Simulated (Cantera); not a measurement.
Feed: 1 mol SiCl4, 9.4 mol H2, at 1448.15 K.

Equilibrium computed with Cantera from the NASA thermochemical tables; the gas is ideal and each condensed phase is pure. Candidate condensed phases: Si; 19 gas species. The tables' values for SiCl3 are old estimates; treat these amounts as uncertain. Kinetics and transport are ignored.

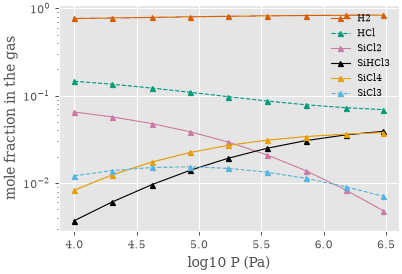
Fig. 1. Equilibrium gas composition (values under 1e-9 drawn at 1e-9)

Problem. Read off the mole fractions at 1500000 Pa.

Solution. H2 about 0.83, HCl about 0.073, SiCl4 about 0.036, SiHCl3 about 0.036, SiCl3 about 0.0091, SiCl2 about 0.0083.
